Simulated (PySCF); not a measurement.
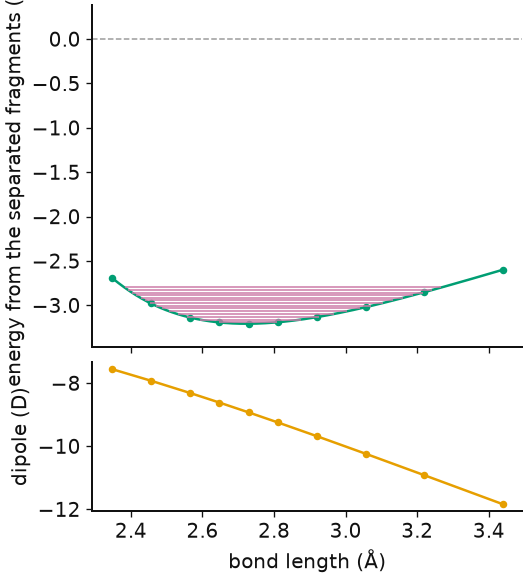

Bond curve of NaI, singlet. PBE0/cc-pVTZ(-PP) (ECP) in PySCF, UKS. One reference determinant with the occupation held, the lowest that a PBE0 search over spins and occupations found; no spin-orbit coupling. Zero is the separated fragments in their ground configurations, without counterpoise. With PBE0 the solution stays closed-shell at all points drawn; such a solution can't reach the open-shell fragments at long range. 2 further points of the run are not drawn. Horizontal lines: vibrational levels from ωe and ωexe, starting at v = 0. The dipole is positive if the first atom is negative.

Question: What constants does a Dunham fit to the curve give (main isotopes)?

Answer: re = 2.723 Å, ωe = 257 cm⁻¹, ωexe = 0.9 cm⁻¹, De = 3.21 eV, Be = 0.117 cm⁻¹.

Question: How stiff is the bond?

Answer: The force constant is 0.76 mdyn/Å, which gives ωe = 257 cm⁻¹.

Caveats: spin-orbit coupling is left out; it can lower the fragment I more than the molecule, and De with it.
